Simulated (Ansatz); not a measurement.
Geometry relaxation, with input and output: SnH$_{5}$ClO (part 1 of 2)

The run: geometry relaxation of SnH$_{5}$ClO. Method and program: RKS PBE/def2-SVP (Ansatz 0.2.0).

It belongs to a series of runs on one base structure; here: end point A relaxed. Figures and captions count atoms from 1; the log counts them from 0 in places.

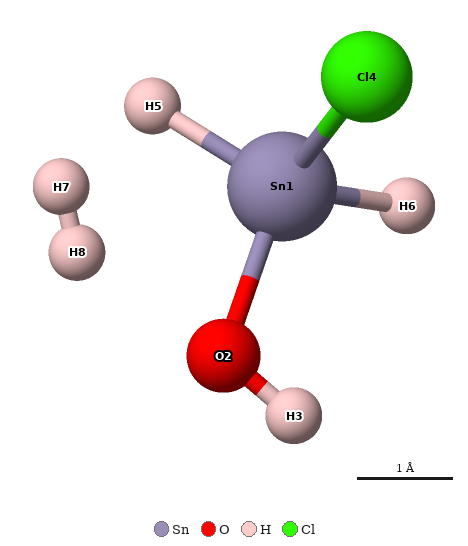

The structure as given in the input (ball-and-stick view, seen at a tilt; atoms are numbered from 1 in the order of the input). Sticks mark near contacts. Bond lengths as drawn: Cl–Sn 2.38 Å, H–H 0.72 Å, H–O 0.98 Å, H–Sn 1.71 to 1.73 Å and O–Sn 1.98 Å.

## Input
```yaml
crystal:
  periodic: [false, false, false]
  atoms:
    - { symbol: Sn, position_ang: [-0.184977, -0.110889, -0.015927] }
    - { symbol: O, position_ang: [-0.277048, 0.050446, 1.954897] }
    - { symbol: H, position_ang: [-0.352445, -0.830658, 2.373265] }
    - { symbol: Cl, position_ang: [2.053818, -0.582749, -0.667941] }
    - { symbol: H, position_ang: [-0.647694, 1.404379, -0.671294] }
    - { symbol: H, position_ang: [-1.112175, -1.491632, -0.49309] }
    - { symbol: H, position_ang: [1.198496, 2.233003, 1.111051] }
    - { symbol: H, position_ang: [0.929324, 1.8867, 1.684739] }
basis:
  gaussian: { orbitals: def2-SVP }
hamiltonian:
  xc: pbe
relax:
  f_tol: 0.03
  max_steps: 50
```

Machine: 1 thread of Arm Neoverse V1, 24 GiB of memory available, shared host.

Launched with:
```bash
ansatz run input.yaml --threads 1 --pin off --max-ram 2048MiB --backend cpu --events-out ev --progress --plain --runs-dir out
```

## Output
```
The last accepted step is kept in [file] (removed where the run ends without a failure and the disk answers)
Engine: ansatz 0.2.0, aarch64-unknown-linux-gnu
Functional definition: PBE
  parameter kappa = 0.804
  parameter beta = 0.06672455060314922
  exchange = pbe_x(kappa = kappa, mu = beta*pi^2/3)
  correlation = pbe_c(beta = beta)
919 factors; their error is unknown
mean field evaluation 1: about -20462.8486 eV, gradient 5.8e1 eV
mean field evaluation 2: about -20375.1342 eV, gradient 1.7e2 eV
mean field evaluation 4: about -20468.6748 eV, gradient 1.5e1 eV
mean field evaluation 8: about -20469.3292 eV, gradient 1.7e-1 eV
mean field evaluation 16: about -20469.3043 eV, gradient 4.4e-5 eV
mean field -20469.30430794 eV, -752.2330587241 hartree, gradient 4.4e-5 eV, S^2 0.000000; 0 other end points of the search recorded, 0 dependent functions left out
the calculation of the forces begins
reference -20469.30434547 eV, -752.2330601032 hartree; 26, 26 occupied and 57, 57 virtual orbitals, 919 factors
relax step   1: F+E_penalty+E_count = -20469.30430794 eV  Δ(F+E_penalty+E_count) = +0.000e0 eV  max|allowed force component| = 1.469e0 eV/Å  Δτ_max = 0.0000 Å  (25 SCF iters, accepted)
these checks for a lower state are left out or cut short: starts, cluster_reference, orbital_swaps, neighbouring_geometries, increment
919 factors; their error is unknown
mean field -20469.39729479 eV, -752.2364759277 hartree, gradient 1.1e-5 eV, S^2 0.000000; 0 other end points of the search recorded, 0 dependent functions left out
[... from here on the field's lines of each further geometry are left out, up to the last ...]
relax step   2: F+E_penalty+E_count = -20469.39729479 eV  Δ(F+E_penalty+E_count) = -9.299e-2 eV  max|allowed force component| = 8.506e-2 eV/Å  Δτ_max = 0.1949 Å  (26 SCF iters, accepted)
relax step   3: F+E_penalty+E_count = -20469.42122020 eV  Δ(F+E_penalty+E_count) = -2.393e-2 eV  max|allowed force component| = 3.841e-1 eV/Å  Δτ_max = 0.1926 Å  (26 SCF iters, accepted)
relax step   4: F+E_penalty+E_count = -20469.42949758 eV  Δ(F+E_penalty+E_count) = -8.277e-3 eV  max|allowed force component| = 6.067e-1 eV/Å  Δτ_max = 0.1835 Å  (27 SCF iters, accepted)
relax step   5: F+E_penalty+E_count = -20469.40230882 eV  Δ(F+E_penalty+E_count) = +2.719e-2 eV  max|allowed force component| = 1.327e0 eV/Å  Δτ_max = 0.2000 Å  (27 SCF iters, rejected (line search))
relax step   6: F+E_penalty+E_count = -20469.43879180 eV  Δ(F+E_penalty+E_count) = -9.294e-3 eV  max|allowed force component| = 2.409e-1 eV/Å  Δτ_max = 0.0980 Å  (26 SCF iters, accepted)
relax step   7: F+E_penalty+E_count = -20469.44217913 eV  Δ(F+E_penalty+E_count) = -3.387e-3 eV  max|allowed force component| = 2.700e-1 eV/Å  Δτ_max = 0.0998 Å  (25 SCF iters, accepted)
relax step   8: F+E_penalty+E_count = -20469.44953928 eV  Δ(F+E_penalty+E_count) = -7.360e-3 eV  max|allowed force component| = 1.047e-1 eV/Å  Δτ_max = 0.1363 Å  (26 SCF iters, accepted)
relax step   9: F+E_penalty+E_count = -20469.45186699 eV  Δ(F+E_penalty+E_count) = -2.328e-3 eV  max|allowed force component| = 4.051e-1 eV/Å  Δτ_max = 0.1949 Å  (25 SCF iters, accepted)
relax step  10: F+E_penalty+E_count = -20469.45749029 eV  Δ(F+E_penalty+E_count) = -5.623e-3 eV  max|allowed force component| = 1.226e-1 eV/Å  Δτ_max = 0.0340 Å  (26 SCF iters, accepted)
relax step  11: F+E_penalty+E_count = -20469.46180928 eV  Δ(F+E_penalty+E_count) = -4.319e-3 eV  max|allowed force component| = 3.287e-2 eV/Å  Δτ_max = 0.1443 Å  (25 SCF iters, accepted)
relax step  12: F+E_penalty+E_count = -20469.46353333 eV  Δ(F+E_penalty+E_count) = -1.724e-3 eV  max|allowed force component| = 2.684e-1 eV/Å  Δτ_max = 0.1964 Å  (27 SCF iters, accepted)
relax step  13: F+E_penalty+E_count = -20469.46572095 eV  Δ(F+E_penalty+E_count) = -2.188e-3 eV  max|allowed force component| = 2.248e-1 eV/Å  Δτ_max = 0.1084 Å  (26 SCF iters, accepted)
relax step  14: F+E_penalty+E_count = -20469.46846236 eV  Δ(F+E_penalty+E_count) = -2.741e-3 eV  max|allowed force component| = 5.061e-2 eV/Å  Δτ_max = 0.0333 Å  (26 SCF iters, accepted)
relax step  15: F+E_penalty+E_count = -20469.46949232 eV  Δ(F+E_penalty+E_count) = -1.030e-3 eV  max|allowed force component| = 4.056e-2 eV/Å  Δτ_max = 0.0467 Å  (26 SCF iters, accepted)
relax step  16: F+E_penalty+E_count = -20469.47029476 eV  Δ(F+E_penalty+E_count) = -8.024e-4 eV  max|allowed force component| = 7.205e-2 eV/Å  Δτ_max = 0.0961 Å  (26 SCF iters, accepted)
relax step  17: F+E_penalty+E_count = -20469.47064066 eV  Δ(F+E_penalty+E_count) = -3.459e-4 eV  max|allowed force component| = 6.525e-2 eV/Å  Δτ_max = 0.0565 Å  (26 SCF iters, accepted)
relax step  18: F+E_penalty+E_count = -20469.47090984 eV  Δ(F+E_penalty+E_count) = -2.692e-4 eV  max|allowed force component| = 4.111e-2 eV/Å  Δτ_max = 0.0292 Å  (26 SCF iters, accepted)
the calculation of the forces begins
reference -20469.47114965 eV, -752.2391900438 hartree; 26, 26 occupied and 57, 57 virtual orbitals, 919 factors
relax step  19: F+E_penalty+E_count = -20469.47110889 eV  Δ(F+E_penalty+E_count) = -1.991e-4 eV  max|allowed force component| = 2.525e-2 eV/Å  Δτ_max = 0.0306 Å  (26 SCF iters, accepted)
919 factors; their error is unknown
mean field evaluation 160: about -20469.4711 eV, gradient 1.3e-4 eV
```

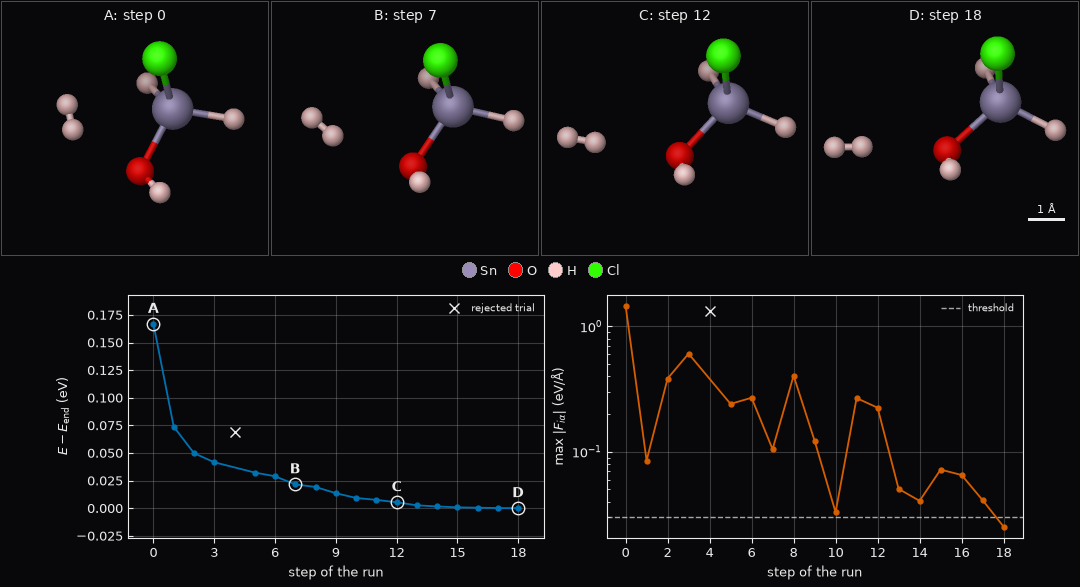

Frames of the relaxation (ball-and-stick view, seen at a tilt) above the curves, on which the letters mark them (the first geometry is step 0 here and step 1 in the log).

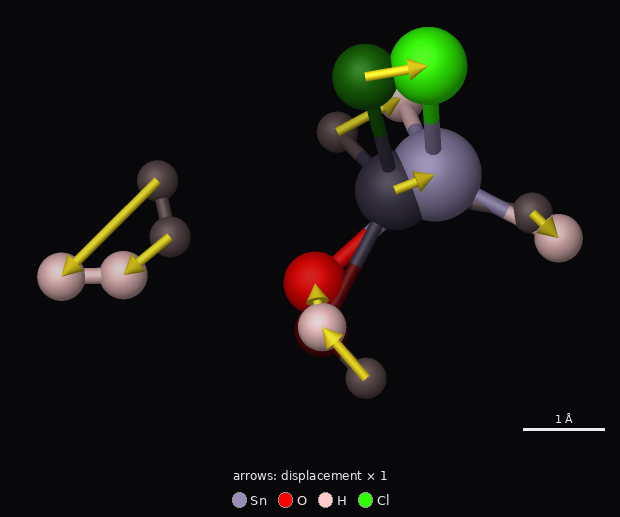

Start (faint) and end (solid) with the displacements as yellow arrows, at true length (ball-and-stick view, seen at a tilt). The two geometries are laid on each other by the best rigid fit. Over 18 geometry steps the energy falls by 0.167 eV. The largest force component goes from 1.5 to 0.025 eV/Å. The line search rejected the trial step at point 4 (counted from 0) and went back. The atom that moves furthest after the best rigid fit is H7 (1.69 Å). Largest moves by element: H 1.69 Å, Cl 0.79 Å, O 0.63 Å, Sn 0.54 Å. Among the contacts that change: H7–H8 0.722 → 0.772 Å, Sn1–O2 1.980 → 2.009 Å. Among the angles that change: O2–Sn1–H5 107.2° → 103.6°, O2–Sn1–H6 108.3° → 110.6°. (Atoms are counted from 1 in the order of the input.)

```
mean field -20469.47110889 eV, -752.2391885458 hartree, gradient 7.9e-6 eV, S^2 0.000000; 1 other end points of the search recorded, 0 dependent functions left out
the calculation of the forces begins
reference -20469.47114965 eV, -752.2391900438 hartree; 26, 26 occupied and 57, 57 virtual orbitals, 919 factors
Total energy: -20469.47114965 eV, -752.2391900438 hartree
Atom 0 at    -0.371454    -0.456489    -0.383679 Å, force     0.000459     0.025251     0.024936 eV/Å
Atom 1 at    -0.158593     0.387513     1.427452 Å, force     0.002052    -0.023816    -0.019718 eV/Å
Atom 2 at     0.207416    -0.255146     2.066777 Å, force    -0.004632     0.010951    -0.001686 eV/Å
Atom 3 at     1.757979    -1.239307    -1.088074 Å, force     0.007355    -0.004974    -0.003986 eV/Å
Atom 4 at    -0.853686     0.852273    -1.384509 Å, force    -0.001478    -0.002055     0.000337 eV/Å
Atom 5 at    -1.392022    -1.846231    -0.289046 Å, force    -0.003429    -0.005521    -0.000289 eV/Å
Atom 6 at     1.407500     2.842326     2.632756 Å, force    -0.009605    -0.015132    -0.007101 eV/Å
Atom 7 at     1.010160     2.273660     2.294022 Å, force     0.009277     0.015296     0.007507 eV/Å
Dipole moment:    -0.398173    -0.232753    -0.007533 e Å
```

## Trajectory as extended XYZ (Å, eV, eV/Å), 19 frames, from step=1 to step=19
```
8
Properties=species:S:1:pos:R:3:forces:R:3 step=1 energy=-20469.30431
Sn   -0.1850   -0.1109   -0.0159   -0.0484  -0.1829  -0.6566
O    -0.2770    0.0504    1.9549   -0.1107  -0.1076   0.6221
H    -0.3524   -0.8307    2.3733    0.0305   0.0695  -0.0271
Cl    2.0538   -0.5827   -0.6679   -0.0106  -0.0004   0.0090
H    -0.6477    1.4044   -0.6713    0.0038   0.0015   0.0015
H    -1.1122   -1.4916   -0.4931   -0.0035  -0.0022  -0.0042
H     1.1985    2.2330    1.1111    0.7768   1.0249  -1.4140
H     0.9293    1.8867    1.6847   -0.6379  -0.8027   1.4692
8
Properties=species:S:1:pos:R:3:forces:R:3 step=2 energy=-20469.39729
Sn   -0.2201   -0.1621   -0.0467    0.0216  -0.0340  -0.0527
O    -0.3267    0.0096    1.9494   -0.0490  -0.0231   0.0663
H    -0.3424   -0.8705    2.3766    0.0435   0.0632  -0.0688
Cl    2.0318   -0.6090   -0.6729   -0.0310  -0.0199   0.0098
H    -0.6560    1.3705   -0.6862   -0.0106  -0.0317   0.0309
H    -1.1410   -1.5398   -0.5234   -0.0293  -0.0451  -0.0395
H     1.2952    2.3939    1.1636    0.0105   0.0214   0.0851
H     0.9666    1.9660    1.7153    0.0442   0.0692  -0.0310
8
Properties=species:S:1:pos:R:3:forces:R:3 step=3 energy=-20469.42122
Sn   -0.2566   -0.2174   -0.0826   -0.0143  -0.0330  -0.0065
O    -0.3793    0.0102    1.9091    0.0278  -0.3841   0.1689
H    -0.2705   -0.8603    2.3597   -0.0130   0.3833  -0.1879
Cl    1.9981   -0.6800   -0.6808   -0.0093  -0.0135   0.0098
H    -0.6901    1.3177   -0.7093   -0.0074   0.0137  -0.0116
H    -1.1728   -1.5986   -0.5730   -0.0006   0.0013  -0.0003
H     1.3737    2.5275    1.2778   -0.0786  -0.0944   0.1637
H     1.0049    2.0595    1.7749    0.0954   0.1267  -0.1360
```
